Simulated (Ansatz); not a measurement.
Pressure series in Nb

Start from Nb in the bcc (W type) structure (space group Im-3m, No. 229).

```cif
data_Nb
_chemical_formula_sum 'Nb1'
_space_group_name_H-M_alt 'P 1'
_space_group_IT_number 1
_cell_length_a 2.83384
_cell_length_b 2.83384
_cell_length_c 2.83384
_cell_angle_alpha 109.471
_cell_angle_beta 109.471
_cell_angle_gamma 109.471
loop_
_space_group_symop_operation_xyz
  'x, y, z'
loop_
_atom_site_label
_atom_site_type_symbol
_atom_site_fract_x
_atom_site_fract_y
_atom_site_fract_z
_atom_site_occupancy
Nb1 Nb 0.00000 0.00000 0.00000 1
```

Cell and atoms are relaxed at each pressure.

Computed with PBEsol in Ansatz (plane waves to 420 eV, PAW, no spin-orbit coupling).

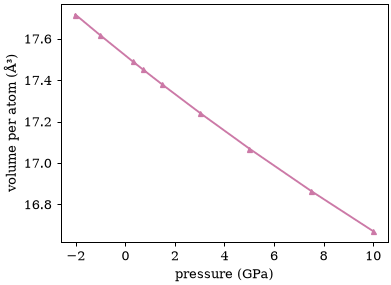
Figure. Volume against pressure

**Question.** Estimate the zero-pressure bulk modulus from the plot.

**Answer.** About 180 GPa; a third-order Birch–Murnaghan fit to the points gives V₀ = 17.52 Å³/atom, B₀ = 183 GPa and B₀′ = 3.8.

Measured bulk modulus of Nb: 173.2 GPa (static lattice; corrected from measurement; as listed in Daniel Mejia-Rodriguez, S. B. Trickey, Phys. Rev. B (2018)); the computed value is 6 % above it.

Load acts through the strain it causes; cell and atoms are relaxed under it. Stability against distortions was not tested. Competing high-pressure phases were not computed. The base started in P-1 and relaxed to Im-3m at this level. All final runs are without spin polarisation.

Ansatz is a program for electronic structure.
